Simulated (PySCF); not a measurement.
C$_{4}$H$_{15}$BN$_{2}$Si$_{2}$

```xyz
24

C    -2.2339   -3.0158    0.1881
C    -1.6022   -2.0650   -0.1873
B    -0.7831   -0.8351   -0.6557
C     0.8225   -1.0229   -0.3513
N     1.5070    0.2745   -0.1516
Si    2.2443    0.5164    1.3956
Si    1.9010    1.1555   -1.5946
N    -1.2136    0.4143    0.3086
C    -2.4327    1.1279   -0.0493
H    -2.7821   -3.8568    0.5059
H    -1.0191   -0.5116   -1.7784
H     0.9821   -1.6299    0.5448
H     1.3116   -1.5640   -1.1659
H     1.2350    0.1442    2.4046
H     3.4537   -0.2828    1.6174
H     2.5256    1.9468    1.5055
H     0.6794    1.3322   -2.3851
H     2.9171    0.4661   -2.3966
H     2.3814    2.4618   -1.1401
H    -0.3847    1.0153    0.2646
H    -1.2808    0.0449    1.2537
H    -2.3304    1.5254   -1.0568
H    -3.2684    0.4298   -0.0413
H    -2.6415    1.9486    0.6398
```

Geometry: GFN2-xTB.

Computed with PBE0/pcSseg-1, SCF density, gas phase, non-relativistic in PySCF 2.14.0.

What will maps of the electron density and electron localisation function show?

B–N (1.64 Å): ρ at the midpoint is about 1.2 e/Å³; the ELF peaks at about 0.95 between the atoms; a polar covalent bond.

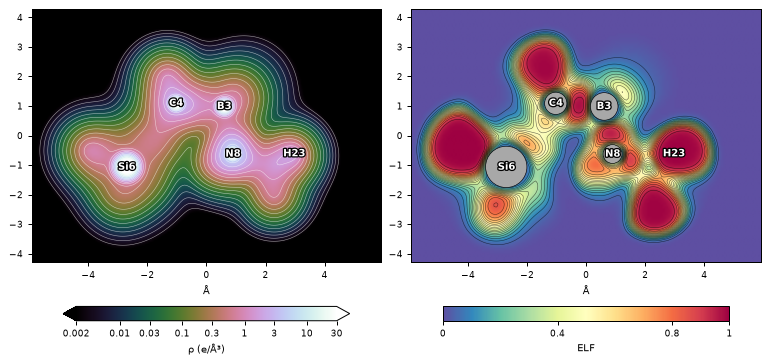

Computed electron density and electron localisation function on the plane of atoms C4, B3 and N8, in this order. Grey discs cover the atomic cores in the ELF map. 
